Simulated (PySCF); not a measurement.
# Run report: Pr²⁺, atomic calculation

System: Pr²⁺, configuration 1s2 2s2 2p6 3s2 3p6 3d10 4s2 4p6 4d10 4f2 5s2 5p6 6p1, multiplicity 4.
Method: unrestricted MN15, x2c-TZVPPall plus 1 even-tempered diffuse shell per l, spin-free X2C-1e, Gaussian nucleus (PySCF).

**The program's output (extracts)**
```
damping factor = 0
level_shift factor = 0
DIIS = <class 'pyscf.scf.diis.CDIIS'>
diis_start_cycle = 1
diis_space = 10
diis_damp = 0
SCF conv_tol = 1e-09
SCF conv_tol_grad = None
number electrons alpha = 30  beta = 27
XC functionals = MN15
    H. S. Yu, X. He, S. L. Li, and D. G. Truhlar.,  Chem. Sci. 7, 5032-5051 (2016)
    H. S. Yu, X. He, S. L. Li, and D. G. Truhlar.,  Chem. Sci. 7, 5032-5051 (2016)
cycle= 1 E= -9242.00016127206  delta_E= -0.128  |g|= 0.174  |ddm|= 0.993
cycle= 2 E= -9242.00328603324  delta_E= -0.00312  |g|= 0.0206  |ddm|= 0.297
cycle= 3 E= -9242.0033729008  delta_E= -8.69e-05  |g|= 0.00538  |ddm|= 0.055
cycle= 4 E= -9242.00337916624  delta_E= -6.27e-06  |g|= 0.00145  |ddm|= 0.0103
cycle= 5 E= -9242.00337954024  delta_E= -3.74e-07  |g|= 0.000335  |ddm|= 0.00201
cycle= 6 E= -9242.0033795913  delta_E= -5.11e-08  |g|= 5.1e-05  |ddm|= 0.000962
cycle= 7 E= -9242.00337959352  delta_E= -2.22e-09  |g|= 9.93e-06  |ddm|= 0.000163
cycle= 8 E= -9242.00337959359  delta_E= -6.55e-11  |g|= 2.47e-06  |ddm|= 3.37e-05
converged SCF energy = -9242.00337959359  <S^2> = 3.7507144  2S+1 = 4.0003572
```

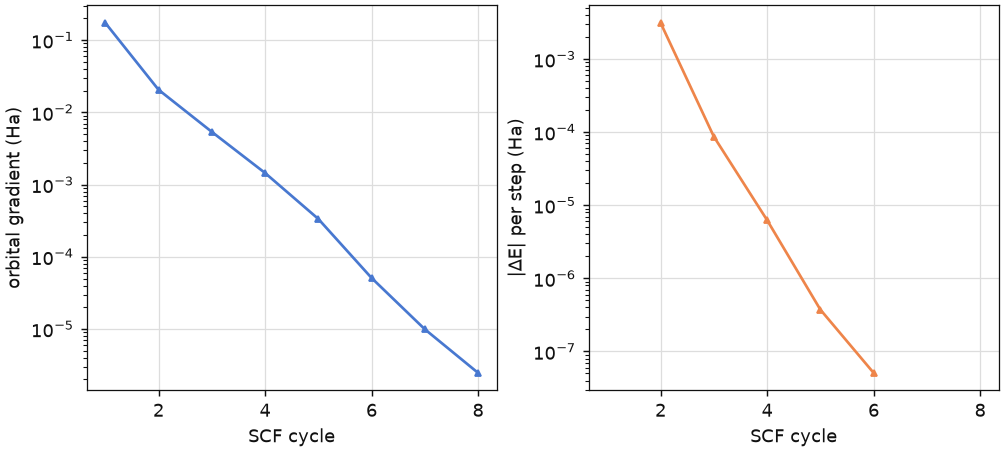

**Figure 1.** Convergence: orbital gradient and change of the energy from step to step (the smallest changes aren't drawn) against the SCF cycle. The residual falls at every step. It goes from 0.17 to 2.5×10⁻⁶ in 8 steps.

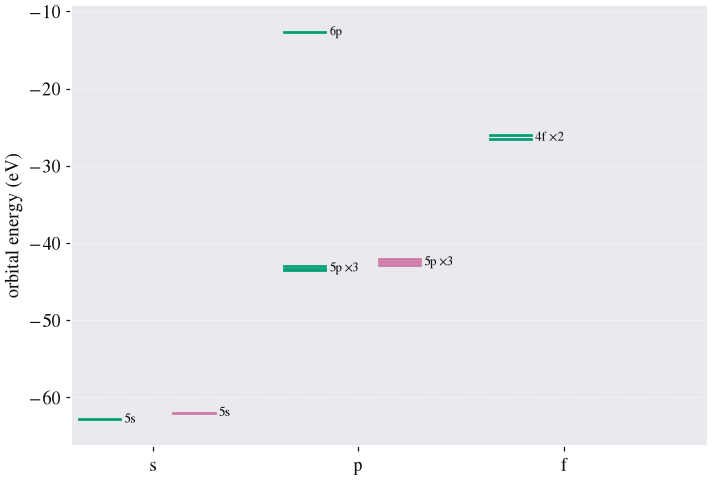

**Figure 2.** Orbital energies of the mean field, from the top down to −62.8 eV, by angular momentum, α spin at the left of each column and β at the right; ×n counts the orbitals under one label. Empty levels that the record names by l alone aren't drawn. The highest filled orbital is 6p α at −12.7 eV, the lowest empty one f α at −19.8 eV.

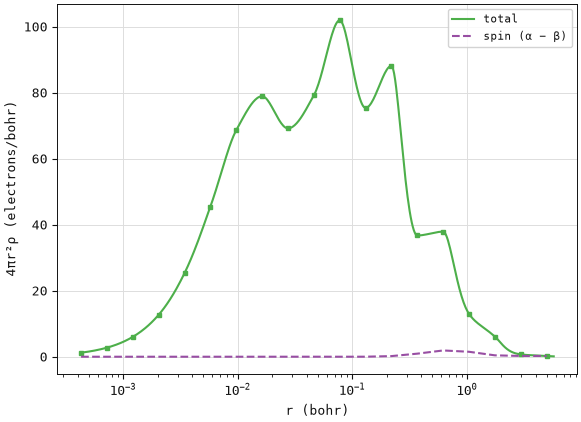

**Figure 3.** Spherically averaged radial density 4πr²ρ of the mean field and its spin part; markers are the stored points, which are sparse, and the line is a monotone interpolation between them. The largest stored value is 102 electrons/bohr at r = 0.078 bohr. Root-mean-square radii of the shells: 4p 0.703, 4d 0.779, 4f 1.16, 5s 1.56, 5p 1.78, 6p 4.44 bohr.

**Input**
```python
from pyscf import gto, scf, dft, mp, cc
import basis_set_exchange as bse
mol = gto.M(atom="Pr 0 0 0", charge=2, spin=3, symmetry="D2h",
            basis=gto.basis.parse(bse.get_basis("x2c-TZVPPall", elements=["Pr"], fmt="nwchem", header=False, augment_diffuse=1)),
            nucmod="G")
mf = dft.UKS(mol, xc="MN15").sfx2c1e()
mf.irrep_nelec = {'Ag': (9, 9), 'B1g': (2, 2), 'B2g': (2, 2), 'B3g': (2, 2), 'B1u': (5, 4), 'B2u': (6, 4), 'B3u': (4, 4)}
mf.kernel()
```

The script is an equivalent of what the driver set up; the driver started from orbitals of its own, so the log can be shorter than this script's would be, and it computed the properties (radii, ⟨L²⟩, response) afterwards. It held the occupations shell by shell, which the script's counts by irreducible representation don't always enforce.

The run was one of a batch that the task file lists, launched with:
```bash
OMP_NUM_THREADS=1 python <driver script> TASK.json OUT
```

**Summary**

- outcome: converged
- total energy: −9242.0034 hartree
- ⟨S²⟩: 3.751
- ⟨L²⟩: 26.02
- SCF iterations: 8
- hardware: 1 CPU thread, shared host
- CPU time: 8.9 s (integrals apart)

**Remarks**

The driver held the occupations shell by shell, and empty f and d levels lie below the filled 6p. The script shown fixes the counts by irreducible representation only, so by itself it can fall to another configuration. Radii and densities are those of the two-component orbitals, without the picture-change correction, so the innermost s shells come out slightly too small (about 1 % for 1s near Z = 40, more for heavier atoms). This is not the ground configuration of the species. ⟨L²⟩ departs from that of the intended term, so the determinant mixes terms.
